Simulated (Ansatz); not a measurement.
**CH2BN− (SMILES [BH2-]C#N): methods side by side**

CH2BN− has 5 atoms, charge -1, and is taken as a doublet. As SMILES, `[BH2-]C#N`. The coordinates come from a GFN2-xTB relaxation.

```xyz
5

B    -0.4793    0.2013   -0.2464
C     0.7401   -0.3109    0.3812
N     1.7294   -0.7275    0.8900
H    -0.8894   -0.2717   -1.2810
H    -1.1008    1.1089    0.2562
```

Each level gives the energy change with the B1–C2 bond stretched from 1.464 to 1.830 Å (eV). The values are calculated.

```json
{"level": "UHF/STO-3G", "kind": "Hartree–Fock", "program": "Ansatz", "value (eV)": "1.18", "less FCI/STO-3G": "+0.35", "CPU time (all runs)": "0.21 s"}
{"level": "USVWN5/STO-3G", "kind": "LDA", "program": "Ansatz", "value (eV)": "1.29", "less FCI/STO-3G": "+0.46", "CPU time (all runs)": "1.8 s"}
{"level": "U-revPBE/STO-3G", "kind": "GGA", "program": "Ansatz", "value (eV)": "1.05", "less FCI/STO-3G": "+0.22", "CPU time (all runs)": "3 s"}
{"level": "UBHLYP/STO-3G", "kind": "global hybrid", "program": "Ansatz", "value (eV)": "1.21", "less FCI/STO-3G": "+0.38", "CPU time (all runs)": "3.1 s"}
{"level": "UHSE06/STO-3G", "kind": "range-separated hybrid", "program": "Ansatz", "value (eV)": "1.21", "less FCI/STO-3G": "+0.38", "CPU time (all runs)": "4.2 s"}
{"level": "UB2PLYP/STO-3G", "kind": "double hybrid", "program": "Ansatz", "value (eV)": "0.99", "less FCI/STO-3G": "+0.16", "CPU time (all runs)": "3.6 s"}
{"level": "RPA@PBE/STO-3G", "kind": "RPA", "program": "Ansatz", "value (eV)": "0.82", "less FCI/STO-3G": "-0.01", "CPU time (all runs)": "3.4 s"}
{"level": "UCCSDT(Q)/STO-3G", "kind": "coupled cluster or CI", "program": "Ansatz", "value (eV)": "0.83", "less FCI/STO-3G": "0.00", "CPU time (all runs)": "3.2 s"}
{"level": "UCCSDT/STO-3G", "kind": "coupled cluster or CI", "program": "Ansatz", "value (eV)": "0.84", "less FCI/STO-3G": "+0.01", "CPU time (all runs)": "2.4 s"}
{"level": "FCI/STO-3G", "kind": "exact in the basis", "program": "Ansatz", "value (eV)": "0.83", "less FCI/STO-3G": "0.00", "CPU time (all runs)": "5.4 min"}
```

FCI/STO-3G is exact within its basis and frozen core, so for wave-function methods in that basis the difference is their error; functionals converge differently with the basis, so for them it is only a difference. Sets without diffuse functions describe the anion poorly. The first shape isn't each level's own minimum. The values span 0.82 to 1.29 eV. Spin contamination of the reference (⟨S²⟩ at least 0.1 too high) touches UHF/STO-3G, UCCSDT(Q)/STO-3G, UCCSDT/STO-3G. All rows use very small basis sets, so none should be taken for the real molecule's value. CPU times are rough (shared hosts, several kinds of processor and program).

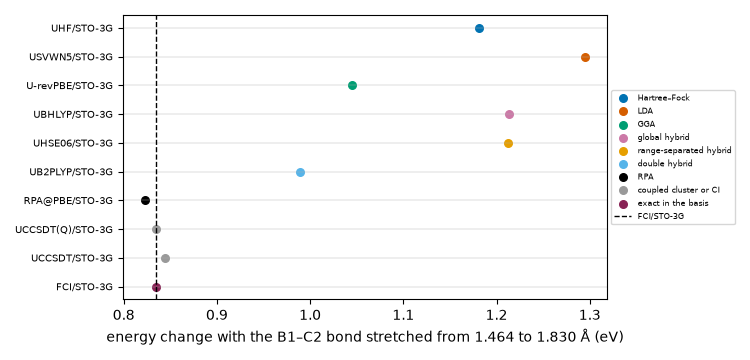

The values of the table, level by level.
